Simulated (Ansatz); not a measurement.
Frequency calculation, with input and output: BH$_{3}$ClF

BH$_{3}$ClF, computed with RKS r2SCAN-D4/def2-SVP (Ansatz 0.2.0).

It belongs to a series of runs on one base structure; here: vibrations at the highest image of the band.

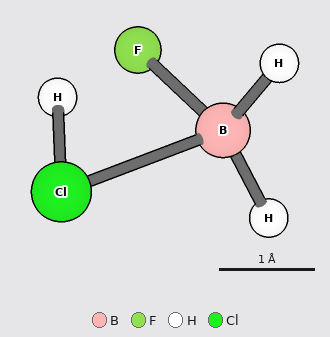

**Figure 1.** The structure (ball-and-stick view, seen at a tilt).

Results in brief

| quantity | value |
| --- | --- |
| outcome | converged |
| total energy | −15955.7772 eV |
| mean-field energy | −15955.7599 eV |
| largest force (length of the vector) | 0.030 eV/Å |
| hardware | 1 thread of Arm Neoverse V1, 24 GiB of memory available, shared host |
| wall time | 52 s |
| peak memory | 0.1 GiB |

The input
```yaml
crystal:
  periodic: [false, false, false]
  atoms:
    - { symbol: B, position_ang: [0.010481, -0.190769, 0.030936] }
    - { symbol: F, position_ang: [0.007909, 0.139687, 1.542041] }
    - { symbol: H, position_ang: [1.062958, 0.103024, -0.463061] }
    - { symbol: H, position_ang: [-1.061855, 0.036894, -0.454607] }
    - { symbol: Cl, position_ang: [0.072526, -2.15952, 0.545004] }
    - { symbol: H, position_ang: [0.045282, -1.044017, 1.611286] }
basis:
  gaussian: { orbitals: def2-SVP }
hamiltonian:
  xc: r2scan
  dispersion: d4
phonons: {}
```

Launch command:
```bash
ansatz run input.yaml --threads 1 --pin off --max-ram 2048MiB --backend cpu --events-out ev --progress --plain --runs-dir out
```

The program's output
```
Engine: ansatz 0.2.0, aarch64-unknown-linux-gnu
Functional definition: r2SCAN
  parameter k0 = 0.174
  parameter k1 = 0.065
  parameter a1 = 4.9479
  exchange = r2scan_x(k0 = k0, k1 = k1, a1 = a1)
  correlation = r2scan_c
671 factors; their error is unknown
mean field evaluation 1: about -15954.5039 eV, gradient 2.2e1 eV
mean field evaluation 2: about -15953.8128 eV, gradient 3.1e1 eV
mean field evaluation 4: about -15955.7812 eV, gradient 1.7e0 eV
mean field evaluation 8: about -15955.7907 eV, gradient 2.6e-2 eV
mean field evaluation 16: about -15955.7599 eV, gradient 2.0e-5 eV
mean field -15955.75985589 eV, -586.3633595016 hartree, gradient 2.0e-5 eV, S^2 0.000000; 0 other end points of the search recorded, 0 dependent functions left out
the calculation of the forces begins
reference -15955.75986286 eV, -586.3633597575 hartree; 17, 17 occupied and 44, 44 virtual orbitals, 671 factors
these checks for a lower state are left out or cut short: stability, starts, cluster_reference, orbital_swaps, neighbouring_geometries, increment
671 factors; their error is unknown
mean field -15955.75972971 eV, -586.3633548643 hartree, gradient 6.5e-7 eV, S^2 0.000000; 0 other end points of the search recorded, 0 dependent functions left out
[... from here on the field's lines of each further geometry are left out, up to the last ...]
the calculation of the forces begins
reference -15955.75991277 eV, -586.3633615917 hartree; 17, 17 occupied and 44, 44 virtual orbitals, 671 factors
these checks for a lower state are left out or cut short: stability, starts, cluster_reference, orbital_swaps, neighbouring_geometries, increment
671 factors; their error is unknown
mean field -15955.75975666 eV, -586.3633558549 hartree, gradient 7.5e-7 eV, S^2 0.000000; 0 other end points of the search recorded, 0 dependent functions left out
the calculation of the forces begins
reference -15955.75976362 eV, -586.3633561107 hartree; 17, 17 occupied and 44, 44 virtual orbitals, 671 factors
WARN: phonons: modes at or below zero, which the zero-point energy, F, S and C_V leave out: 1, the lowest at -754.62 cm⁻¹. A minimum has none, and a first-order saddle one
Total energy: -15955.77722128 eV, -586.3639976679 hartree
Atom 0 at     0.010481    -0.190769     0.030936 Å, force     0.007109     0.017740    -0.007230 eV/Å
Atom 1 at     0.007909     0.139687     1.542041 Å, force    -0.002284    -0.007764    -0.022529 eV/Å
Atom 2 at     1.062958     0.103024    -0.463061 Å, force    -0.007156    -0.006086     0.003343 eV/Å
Atom 3 at    -1.061855     0.036894    -0.454607 Å, force     0.001731    -0.000367     0.006424 eV/Å
Atom 4 at     0.072526    -2.159520     0.545004 Å, force     0.002883    -0.002784    -0.009782 eV/Å
Atom 5 at     0.045282    -1.044017     1.611286 Å, force    -0.002284    -0.000739     0.029773 eV/Å
Dipole moment:     0.002539    -0.055051     0.163627 e Å
Vibrations: -754.62 486.20 551.35 698.36 773.85 871.59 927.97 1165.29 1246.99 1579.29 2617.19 2753.88 cm⁻¹, zero-point energy 0.847553 eV
```

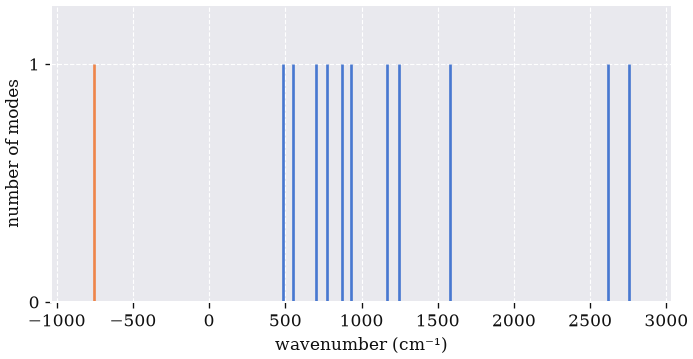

**Figure 2.** Harmonic vibrational wavenumbers from the force constants; neighbouring modes closer than 16 cm⁻¹ are counted in one stick, and imaginary ones are drawn at negative wavenumbers. 12 modes from 755i to 2754 cm⁻¹, 1 imaginary beyond 8i (755i cm⁻¹): a first-order saddle point, if the geometry is stationary.
